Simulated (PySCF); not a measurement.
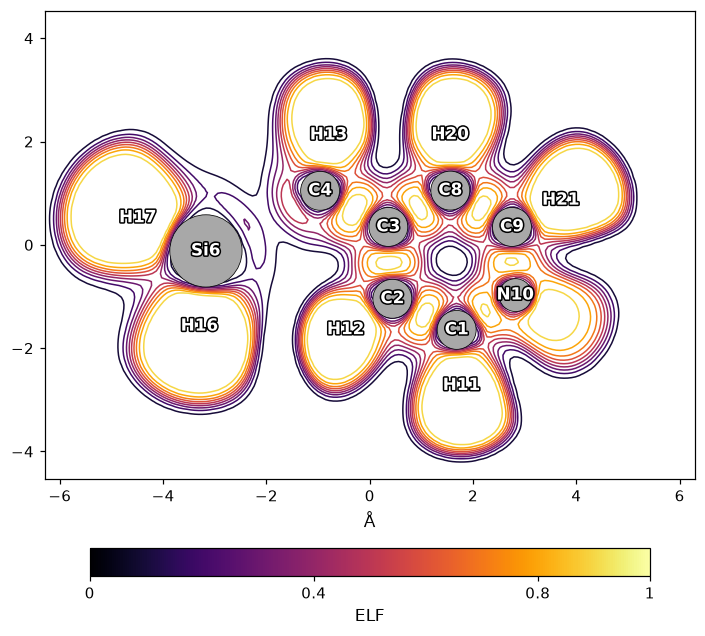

Figure 1: C8H11NSi (SMILES c1cc(C2C[SiH2]C2)ccn1). ELF on the plane of atoms C3, C4 and H13. Grey discs cover the atomic cores.

Geometry: GFN2-xTB.

Computed with PBE0/pcSseg-1, SCF density, gas phase, non-relativistic (PySCF 2.14.0).

```xyz
21

C    -2.3288    0.4087    1.4004
C    -1.0145    0.4537    0.9706
C    -0.6201   -0.3655   -0.0847
C     0.7875   -0.3543   -0.5867
C     1.2596    1.0620   -1.0111
Si    2.6045    1.0833    0.3457
C     1.8242   -0.6504    0.5298
C    -1.5897   -1.1896   -0.6456
C    -2.8784   -1.1560   -0.1375
N    -3.2486   -0.3767    0.8634
H    -2.6693    1.0317    2.2179
H    -0.3048    1.1147    1.4458
H     0.8771   -1.0663   -1.4105
H     1.6221    1.0807   -2.0366
H     0.4699    1.8073   -0.9380
H     2.3820    2.0113    1.4557
H     3.9923    1.1277   -0.1111
H     1.3579   -0.8849    1.4846
H     2.4687   -1.4890    0.2755
H    -1.3439   -1.8464   -1.4672
H    -3.6565   -1.7852   -0.5504
```

Q: What do the fields say about this system?

A: Atoms in the plane: C, Si, N and H.
C–N (1.32 Å): the ELF peaks at about 0.90 between the atoms (a covalent bond).
C–C (1.38 Å): the ELF peaks at about 0.95 between the atoms (a covalent bond).
C–H (1.08 Å): the ELF climbs to about 1 towards the hydrogen, as it does in any bond to H (a covalent bond by its length).
C–C (1.49 Å): the ELF peaks at about 0.95 between the atoms: a covalent bond.
Si–H (1.46 Å): the ELF climbs to about 1 towards the hydrogen.
The ELF also peaks beside N10, away from the bonds: lone-pair regions.
